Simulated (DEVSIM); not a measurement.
System: abrupt Si n-p junction, at 250 K.

```csv
layer (left to right),material,thickness (μm),Nd (cm⁻³),Na (cm⁻³),τn (s),τp (s)
1,Si,2.80,1.6e16,-,1.7e-6,1.7e-6
2,Si,20.0,-,9.3e15,1.7e-6,1.7e-6
```

Left contact: ohmic. Right contact: ohmic. Voltage is applied to the left contact. Recombination: SRH at mid-gap. Mobility is μmin + (μ − μmin)/(1 + (N/Nref)^α).

Constants are typed, rounded textbook-type inputs, not results; the design itself was drawn at random and stands for no fabricated device. Values at 300 K; Nc and Nv go as T^1.5, mobilities as T to minus their exponent, the gap by Varshni's rule with the affinity fixed.

```tsv
parameter	Si
gap (eV)	1.124
affinity (eV)	4.05
permittivity	11.7
Nc (cm⁻³)	2.86e19
Nv (cm⁻³)	3.1e19
μn (cm²/Vs)	1417
μp (cm²/Vs)	470
μn,min	52
μp,min	45
Nref,n	9.7e16
Nref,p	2.2e17
αn	0.68
αp	0.72
T exponent of μn	2.3
T exponent of μp	2.2
Varshni α (eV/K)	0.000473
Varshni β (K)	636
```

Simulated with DEVSIM: 1D drift-diffusion, Boltzmann statistics, complete ionisation; no tunnelling, impact ionisation, image-force lowering or self-heating.

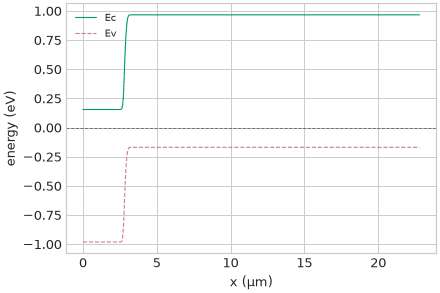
*Band edges at zero bias*

Energies count from the Fermi level of the right contact; mesh points crowd at the junctions.

```json
[
 {"x (μm)": "0.000", "Ec (eV)": "0.155", "Ev (eV)": "-0.981", "n (cm⁻³)": "1.6e16", "p (cm⁻³)": "< 1e2", "field (V/cm)": "≈ 0"},
 {"x (μm)": "0.03462", "Ec (eV)": "0.155", "Ev (eV)": "-0.981", "n (cm⁻³)": "1.6e16", "p (cm⁻³)": "< 1e2", "field (V/cm)": "≈ 0"},
 {"x (μm)": "0.1183", "Ec (eV)": "0.155", "Ev (eV)": "-0.981", "n (cm⁻³)": "1.6e16", "p (cm⁻³)": "< 1e2", "field (V/cm)": "≈ 0"},
 {"x (μm)": "0.3069", "Ec (eV)": "0.155", "Ev (eV)": "-0.981", "n (cm⁻³)": "1.6e16", "p (cm⁻³)": "< 1e2", "field (V/cm)": "≈ 0"},
 {"x (μm)": "1.079", "Ec (eV)": "0.155", "Ev (eV)": "-0.981", "n (cm⁻³)": "1.6e16", "p (cm⁻³)": "< 1e2", "field (V/cm)": "≈ 0"},
 {"x (μm)": "2.012", "Ec (eV)": "0.155", "Ev (eV)": "-0.981", "n (cm⁻³)": "1.6e16", "p (cm⁻³)": "< 1e2", "field (V/cm)": "≈ 0"},
 {"x (μm)": "2.488", "Ec (eV)": "0.155", "Ev (eV)": "-0.981", "n (cm⁻³)": "1.6e16", "p (cm⁻³)": "< 1e2", "field (V/cm)": "22"},
 {"x (μm)": "2.719", "Ec (eV)": "0.239", "Ev (eV)": "-0.897", "n (cm⁻³)": "3.4e14", "p (cm⁻³)": "< 1e2", "field (V/cm)": "18000"},
 {"x (μm)": "2.781", "Ec (eV)": "0.393", "Ev (eV)": "-0.743", "n (cm⁻³)": "2.6e11", "p (cm⁻³)": "25000", "field (V/cm)": "33000"},
 {"x (μm)": "2.808", "Ec (eV)": "0.489", "Ev (eV)": "-0.647", "n (cm⁻³)": "3.0e9", "p (cm⁻³)": "2200000", "field (V/cm)": "36000"},
 {"x (μm)": "2.854", "Ec (eV)": "0.642", "Ev (eV)": "-0.494", "n (cm⁻³)": "2500000", "p (cm⁻³)": "2.6e9", "field (V/cm)": "30000"},
 {"x (μm)": "3.031", "Ec (eV)": "0.943", "Ev (eV)": "-0.193", "n (cm⁻³)": "< 1e2", "p (cm⁻³)": "3.0e15", "field (V/cm)": "5400"},
 {"x (μm)": "3.401", "Ec (eV)": "0.967", "Ev (eV)": "-0.169", "n (cm⁻³)": "< 1e2", "p (cm⁻³)": "9.3e15", "field (V/cm)": "≈ 0"},
 {"x (μm)": "4.308", "Ec (eV)": "0.967", "Ev (eV)": "-0.169", "n (cm⁻³)": "< 1e2", "p (cm⁻³)": "9.3e15", "field (V/cm)": "≈ 0"},
 {"x (μm)": "7.766", "Ec (eV)": "0.967", "Ev (eV)": "-0.169", "n (cm⁻³)": "< 1e2", "p (cm⁻³)": "9.3e15", "field (V/cm)": "≈ 0"},
 {"x (μm)": "13.95", "Ec (eV)": "0.967", "Ev (eV)": "-0.169", "n (cm⁻³)": "< 1e2", "p (cm⁻³)": "9.3e15", "field (V/cm)": "≈ 0"},
 {"x (μm)": "19.20", "Ec (eV)": "0.967", "Ev (eV)": "-0.169", "n (cm⁻³)": "< 1e2", "p (cm⁻³)": "9.3e15", "field (V/cm)": "≈ 0"},
 {"x (μm)": "21.35", "Ec (eV)": "0.967", "Ev (eV)": "-0.169", "n (cm⁻³)": "< 1e2", "p (cm⁻³)": "9.3e15", "field (V/cm)": "≈ 0"},
 {"x (μm)": "22.37", "Ec (eV)": "0.967", "Ev (eV)": "-0.169", "n (cm⁻³)": "< 1e2", "p (cm⁻³)": "9.3e15", "field (V/cm)": "≈ 0"},
 {"x (μm)": "22.64", "Ec (eV)": "0.967", "Ev (eV)": "-0.169", "n (cm⁻³)": "< 1e2", "p (cm⁻³)": "9.3e15", "field (V/cm)": "≈ 0"},
 {"x (μm)": "22.75", "Ec (eV)": "0.967", "Ev (eV)": "-0.169", "n (cm⁻³)": "< 1e2", "p (cm⁻³)": "9.3e15", "field (V/cm)": "≈ 0"},
 {"x (μm)": "22.80", "Ec (eV)": "0.967", "Ev (eV)": "-0.169", "n (cm⁻³)": "< 1e2", "p (cm⁻³)": "9.3e15", "field (V/cm)": "≈ 0"}
]
```
